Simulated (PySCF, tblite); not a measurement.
# C₄H₁₀SSi: geometry, infrared bands and NMR shifts

What infrared bands and NMR shifts should C₄H₁₀SSi (`CSC1C[SiH2]C1`) show?

Programs: tblite 0.8.0 and PySCF 2.14.0, with density-fitted response routines of our own. Each step states its level of theory. These are calculated values for one molecule in the gas phase, unless marked as measured. Atoms count from 0, in the outputs and in this text.

## Step 1: Starting geometry

16 atoms, charge 0, multiplicity 1; geometry from: force field or distance geometry start.

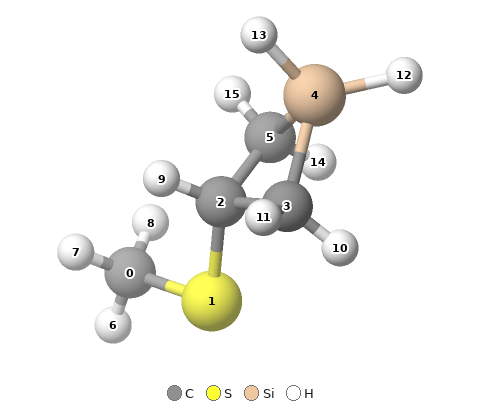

As it starts; carbon grey, sulfur yellow, silicon light orange, hydrogen white, atoms numbered; sticks join atoms by distance.

## Step 2: Relaxing the molecule with GFN2-xTB

The job: settings as JSON, then the geometry in Å.

```
{"job": {"kind": "relax", "xc": "GFN2-xTB", "basis": "xTB"}, "charge": 0, "multiplicity": 1}
C      2.682400     0.349300    -0.146800
S      1.574400    -1.080700    -0.115300
C      0.020300    -0.183000    -0.435700
C     -1.188100    -1.179400    -0.537100
Si    -2.267500     0.160100     0.261700
C     -0.510500     0.548100     0.846800
H      3.705800     0.028700     0.007800
H      2.617100     0.857600    -1.111400
H      2.413800     1.056400     0.645200
H      0.088200     0.473900    -1.315400
H     -1.128200    -2.078700     0.104000
H     -1.476800    -1.482700    -1.540300
H     -3.206800    -0.298500     1.320400
H     -2.780400     1.151400    -0.726300
H     -0.285300     0.072900     1.807100
H     -0.265700     1.613500     0.924000
```

Command:

```bash
$ OMP_NUM_THREADS=1 python probes_run.py task.json out
```

The driver reads the jobs from task.json and runs them one after another.

Log:

```text
step      E/eV     max force
  0    -505.88589    1.981
  1    -505.98498    0.940
  2    -506.07665    0.883
  3    -506.11259    0.469
  4    -506.12902    0.322
  5    -506.13496    0.211
  6    -506.14530    0.259
  7    -506.15134    0.184
  8    -506.15568    0.195
  9    -506.15853    0.169
 10    -506.16086    0.158
 11    -506.16256    0.129
 12    -506.16378    0.093
 13    -506.16482    0.089
 14    -506.16598    0.100
 15    -506.16708    0.110
 16    -506.16792    0.070
 17    -506.16859    0.072
 18    -506.16934    0.074
 19    -506.17037    0.080
 20    -506.17165    0.092
 21    -506.17293    0.080
 22    -506.17403    0.079
 23    -506.17519    0.089
 24    -506.17680    0.115
 25    -506.17897    0.141
 26    -506.18118    0.123
 27    -506.18274    0.094
 28    -506.18369    0.091
 29    -506.18453    0.100
 30    -506.18555    0.117
 31    -506.18653    0.101
 32    -506.18725    0.083
 33    -506.18775    0.079
 34    -506.18820    0.074
 35    -506.18859    0.056
 36    -506.18890    0.052
 37    -506.18917    0.054
 38    -506.18953    0.068
 39    -506.19013    0.095
 40    -506.19097    0.110
 41    -506.19183    0.105
 42    -506.19252    0.095
 43    -506.19319    0.097
 44    -506.19397    0.104
 45    -506.19481    0.098
 46    -506.19539    0.065
 47    -506.19561    0.029
 48    -506.19568    0.018
 49    -506.19573    0.017
 50    -506.19577    0.018
 51    -506.19580    0.015
 52    -506.19584    0.015
 53    -506.19586    0.016
 54    -506.19590    0.016
 55    -506.19594    0.019
 56    -506.19598    0.019
 57    -506.19604    0.020
 58    -506.19611    0.022
 59    -506.19619    0.027
 60    -506.19631    0.034
 61    -506.19646    0.036
 62    -506.19664    0.032
 63    -506.19682    0.030
 64    -506.19700    0.033
 65    -506.19717    0.035
 66    -506.19731    0.030
 67    -506.19741    0.026
 68    -506.19751    0.026
 69    -506.19762    0.032
 70    -506.19775    0.034
 71    -506.19786    0.026
 72    -506.19792    0.016
 73    -506.19796    0.012
 74    -506.19799    0.015
 75    -506.19802    0.013
 76    -506.19804    0.007
```

Wall time 0.88 s (1 thread of Intel Xeon at 2.70GHz, shared host); peak memory 0.18 GiB.

Along the way: (not every step is listed)

```csv
step,energy from step 0 (eV),largest force (eV/Å)
0,0.0000,1.9814
1,-0.0991,0.9396
2,-0.1908,0.8826
3,-0.2267,0.4693
4,-0.2431,0.3222
5,-0.2491,0.2110
6,-0.2594,0.2587
7,-0.2654,0.1838
8,-0.2698,0.1954
14,-0.2801,0.0998
20,-0.2858,0.0919
26,-0.2953,0.1235
32,-0.3014,0.0832
38,-0.3036,0.0677
44,-0.3081,0.1043
50,-0.3099,0.0181
56,-0.3101,0.0187
62,-0.3107,0.0318
68,-0.3116,0.0259
71,-0.3120,0.0257
72,-0.3120,0.0162
73,-0.3121,0.0123
74,-0.3121,0.0146
75,-0.3121,0.0126
76,-0.3121,0.0073
```

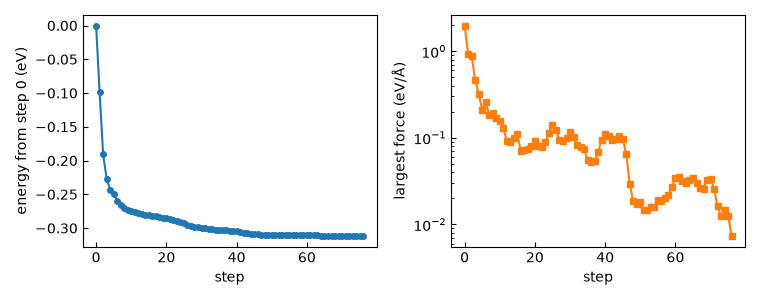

Energy and largest force along the relaxation.

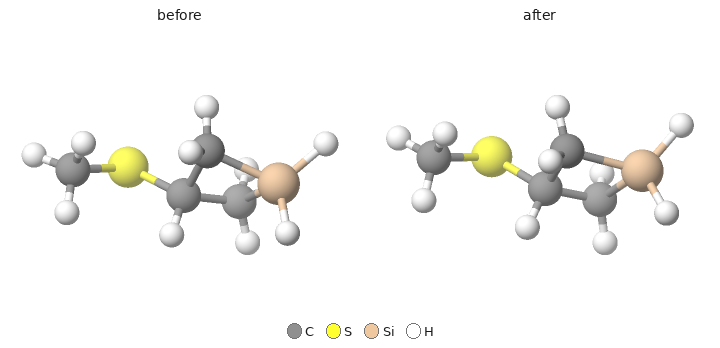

Before and after, at one scale.

Close pairs (by a distance rule), those that changed most:

```csv
bond,before (Å),after (Å),change (Å)
C2–C3,1.569,1.536,-0.034
C2–C5,1.569,1.538,-0.031
Si4–H12,1.488,1.460,-0.028
Si4–H13,1.491,1.463,-0.028
Si4–C5,1.892,1.913,+0.021
C3–H10,1.106,1.089,-0.017
C3–Si4,1.897,1.912,+0.015
C0–H8,1.095,1.086,-0.009
```

The next job starts from the end point, and lists it.

## Step 3: Infrared spectrum with GFN2-xTB

The job: settings as JSON, then the geometry in Å.

```
{"job": {"kind": "ir", "xc": "GFN2-xTB", "basis": "xTB"}, "charge": 0, "multiplicity": 1}
C      2.696506     0.272912    -0.039193
S      1.511243    -1.100210    -0.028205
C     -0.009295    -0.172399    -0.438373
C     -1.217574    -1.096520    -0.647953
Si    -2.313960     0.069536     0.397495
C     -0.540251     0.721192     0.694735
H      3.662864    -0.141866     0.226720
H      2.738389     0.709621    -1.033842
H      2.396061     1.016623     0.693221
H      0.214889     0.406621    -1.335742
H     -1.047734    -2.065384    -0.181546
H     -1.457342    -1.275273    -1.693092
H     -3.021078    -0.509855     1.535470
H     -3.162847     0.973485    -0.378197
H     -0.129224     0.420525     1.657240
H     -0.328245     1.779938     0.559853
```

Log:

```text
mode    cm-1     km/mol
  1      59.3      1.55
  2      65.5      3.15
  3     138.2      0.48
  4     168.7      1.39
  5     294.2      1.23
  6     319.7      3.50
  7     439.9     23.46
  8     449.0      0.90
  9     490.6     21.42
 10     608.4    133.99
 11     675.5     10.76
 12     690.1     21.86
 13     717.0    102.58
 14     734.8     11.40
 15     763.3    237.94
 16     810.3    115.42
 17     813.8     74.89
 18     944.5      1.54
 19     947.0      5.83
 20     978.6      0.61
 21    1010.1      0.45
 22    1071.9      4.89
 23    1110.7     11.86
 24    1182.3      1.83
 25    1193.4      9.50
 26    1237.6     37.71
 27    1253.8      6.18
 28    1316.3      2.22
 29    1453.0      5.92
 30    1454.8      5.83
 31    1463.7      4.10
 32    1468.2      0.84
 33    2267.4    360.14
 34    2290.3    310.87
 35    2945.1     22.85
 36    2995.6     26.59
 37    3003.4     47.68
 38    3005.1     13.73
 39    3013.9     11.70
 40    3016.7     17.38
 41    3026.2      9.81
 42    3062.3      6.70
```

It took 0.65 s on 1 thread of Intel Xeon at 2.70GHz, shared host; peak memory 0.18 GiB.

The strongest bands and the atoms that carry them (share of the mass-weighted mode):

```csv
cm⁻¹,km/mol,atoms
608,134.0,"H12 43 %, H13 41 %"
717,102.6,"Si4 30 %, C5 27 %, C3 23 %"
763,237.9,"H13 48 %, H12 41 %"
810,115.4,"H14 16 %, C2 15 %, H10 15 %, C5 14 %"
814,74.9,"C3 22 %, C5 22 %, H11 18 %, H15 18 %"
2267,360.1,H13 96 %
2290,310.9,H12 96 %
3003,47.7,"H10 70 %, H11 13 %"
```

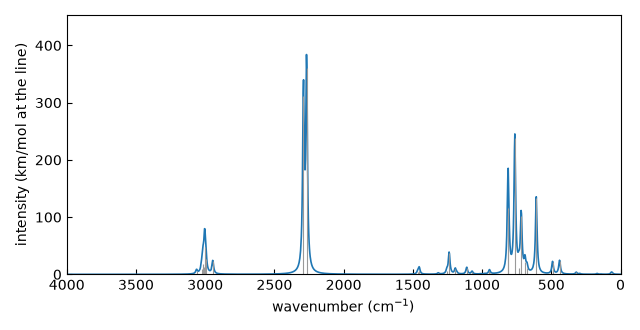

The infrared spectrum from these modes, unscaled. Lines are broadened to a width of 14 cm⁻¹ (Lorentzian).

## Step 4: NMR shieldings: PBE0/pcSseg-1

Same as in step 3 but for these lines:

```diff
@@ -1,2 +1,2 @@
-{"job": {"kind": "ir", "xc": "GFN2-xTB", "basis": "xTB"}, "charge": 0, "multiplicity": 1}
+{"job": {"kind": "nmr", "xc": "PBE0", "basis": "pcSseg-1"}, "charge": 0, "multiplicity": 1}
 C      2.696506     0.272912    -0.039193
```

Level: GIAO PBE0/pcSseg-1 NMR shielding, non-relativistic, gas phase.

Log:

```text
coarse grid: 13792 points
cycle   1  E = -845.5132928810  dE =  4.906e-01  |g| = 4.028e-01  |ddm| = 3.570e+00
cycle   2  E = -845.4950442469  dE =  1.825e-02  |g| = 4.832e-01  |ddm| = 8.900e-01
cycle   3  E = -845.5574748891  dE = -6.243e-02  |g| = 5.659e-02  |ddm| = 5.197e-01
cycle   4  E = -845.5581571238  dE = -6.822e-04  |g| = 2.875e-02  |ddm| = 9.976e-02
cycle   5  E = -845.5583589844  dE = -2.019e-04  |g| = 5.322e-03  |ddm| = 3.249e-02
cycle   6  E = -845.5583656602  dE = -6.676e-06  |g| = 1.780e-03  |ddm| = 7.546e-03
final grid: 122224 points
cycle   7  E = -845.5967991534  dE = -2.413e-05  |g| = 9.467e-03  |ddm| = 2.829e-02
cycle   8  E = -845.5967814700  dE =  1.768e-05  |g| = 1.254e-02  |ddm| = 1.945e-02
cycle   9  E = -845.5968211847  dE = -3.971e-05  |g| = 8.102e-04  |ddm| = 1.209e-02
cycle  10  E = -845.5968213388  dE = -1.541e-07  |g| = 2.687e-04  |ddm| = 1.170e-03
cycle  11  E = -845.5968213569  dE = -1.815e-08  |g| = 4.754e-05  |ddm| = 2.825e-04
cycle  12  E = -845.5968213575  dE = -5.282e-10  |g| = 1.814e-05  |ddm| = 7.250e-05
converged SCF energy = -845.5968213575

GIAO shielding tensors (ppm)
atom      isotropic    diamagn.    paramagn.     s11        s22        s33       span
  0 C      166.763     251.166     -84.403    148.896    164.403    186.991     38.096
  1 S      459.157    1057.629    -598.473    264.112    388.593    724.765    460.652
  2 C      140.848     251.673    -110.824    119.538    143.752    159.256     39.718
  3 C      169.448     251.594     -82.146    146.591    160.833    200.919     54.328
  4 Si     395.747     879.782    -484.036    354.984    406.707    425.550     70.566
  5 C      164.047     252.561     -88.514    133.957    156.316    201.869     67.912
  6 H       29.872      28.918       0.954     24.869     26.542     38.204     13.334
  7 H       29.645      30.473      -0.829     24.587     27.387     36.960     12.373
  8 H       29.490      31.321      -1.830     24.161     28.820     35.490     11.329
  9 H       28.452      33.940      -5.488     25.048     28.504     31.805      6.757
 10 H       30.243      30.889      -0.646     26.116     29.581     35.033      8.917
 11 H       29.916      30.234      -0.318     25.892     26.899     36.957     11.065
 12 H       26.964      28.751      -1.787     23.753     24.631     32.509      8.756
 13 H       27.062      28.999      -1.937     24.253     24.857     32.076      7.823
 14 H       30.145      31.712      -1.568     26.560     29.795     34.078      7.518
 15 H       29.623      31.797      -2.174     25.558     27.693     35.617     10.058
```

It took 36 s on 1 thread of Intel Xeon at 2.70GHz, shared host; peak memory 0.75 GiB.

Shifts follow as δ = σ(reference) − σ, with reference shieldings (ppm) from runs at the same level and on the same kind of geometry: ¹H TMS 31.72, ¹³C TMS 186.9, ²⁹Si TMS 349.2, ³³S CS2 504. The references are single molecules in the gas phase. Atoms listed in one row are averaged.

```csv
atoms,environment,σ (ppm),δ (ppm),δ scaled to CDCl3
C2,sp3 CH bonded to S,140.8,46.1,38.6
"C3, C5",sp3 CH2 bonded to Si,166.7,20.2,17.8
C0,methyl carbon bonded to S,166.8,20.2,13.4
H12,"hydrogen on a silicon bonded to 2 C, in a 4-membered ring",26.96,4.75,–
H13,"hydrogen on a silicon bonded to 2 C, in a 4-membered ring",27.06,4.65,–
H9,hydrogen on an sp3 CH bonded to S,28.45,3.26,3.18
"H6, H7, H8",hydrogen on a methyl carbon bonded to S,29.67,2.05,2.04
"H11, H15",hydrogen on an sp3 CH2 bonded to Si,29.77,1.95,1.94
"H10, H14",hydrogen on an sp3 CH2 bonded to Si,30.19,1.52,1.54
S1,sulfide sulfur,459,45,–
Si4,"silicon bonded to 2 C, 2 H, in a 4-membered ring",395.7,-46.6,–
```

The scaled column applies a straight-line fit of computed shieldings to shifts measured in CDCl3, with any fitted terms for Cl, Br or S neighbours (root-mean-square error 0.16 ppm for H, 1.9 ppm for C).

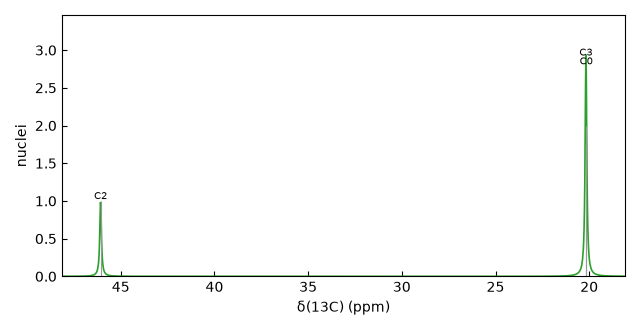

¹³C lines at the computed shifts, without couplings. Lines are broadened to a width of 0.10 ppm (Lorentzian).

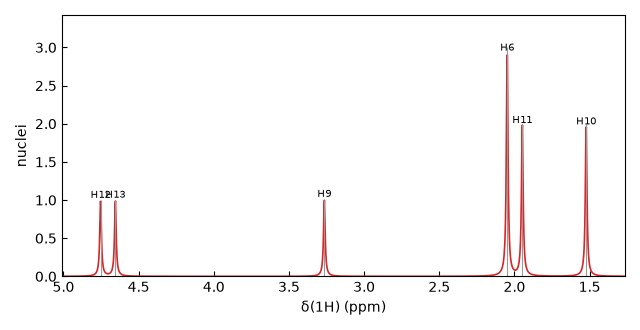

¹H lines at the computed shifts, without couplings. Lines are broadened to a width of 0.01 ppm (Lorentzian).

Charges from the same density, by scheme (e):

```csv
atoms,Mulliken,IAO,Hirshfeld,ESP fit
C0,-0.37,-0.51,-0.12,-0.38
S1,-0.02,0.06,-0.02,-0.24
C2,-0.39,-0.18,-0.03,0.08
"C3, C5",-0.43,-0.55,-0.17,-0.46
Si4,0.64,0.74,0.35,0.48
```

Mulliken charges:

C0 -0.37; S1 -0.02; C2 -0.39; C3 -0.42; Si4 0.64; C5 -0.44; H6 0.15; H7 0.14; H8 0.14; H9 0.15; H10 0.15; H11 0.15; H12 -0.08; H13 -0.08; H14 0.15; H15 0.14

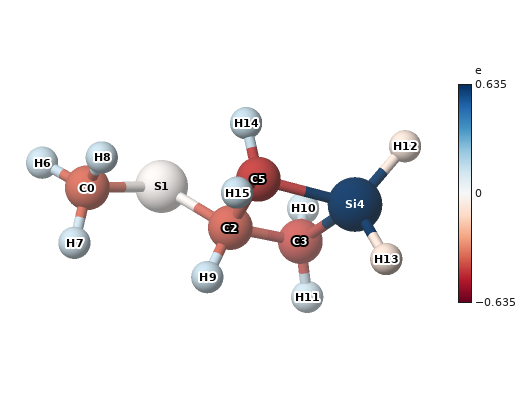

Mulliken charges, as colours on the atoms.

Mayer bond orders: C0–S1 0.99, S1–C2 1.00, C2–C3 0.96, C3–Si4 0.93, Si4–C5 0.93, C5–C2 0.94.

Ring of atoms C2, C3, Si4, C5: NICS(0) 0.7, NICS(1) -0.8, NICS(1)zz 5.4 ppm (means of both faces).

## Step 5: Outcome

| quantity | value |
| --- | --- |
| strongest single infrared mode (GFN2-xTB) | 2267 cm⁻¹, 360 km/mol |
| zero-point energy (GFN2-xTB) | 78.6 kcal/mol |
| ¹³C shifts against TMS (PBE0/pcSseg-1, means over atoms taken as alike) | 46.1, 20.2, 20.2 ppm |
| ¹H shifts against TMS (PBE0/pcSseg-1, means over atoms taken as alike) | 4.75, 4.65, 3.26, 2.05, 1.95, 1.52 ppm |
| ³³S shifts against CS2 (PBE0/pcSseg-1) | 45 ppm |
| ²⁹Si shifts against TMS (PBE0/pcSseg-1) | -46.6 ppm |

Over 76 steps the energy fell by 0.312 eV; of the close pairs, C2–C3 changed most, 1.569 to 1.536 Å. No mode is imaginary among the 42: a minimum at this level. The strongest single mode, at 2267 cm⁻¹, moves mainly H13. Unscaled tight-binding wavenumbers are off by several per cent, some by more. Its intensities can rank the bands wrongly. At PBE0/pcSseg-1: Shielding is most anisotropic at S1 (span 461 ppm, paramagnetic term -598 ppm).
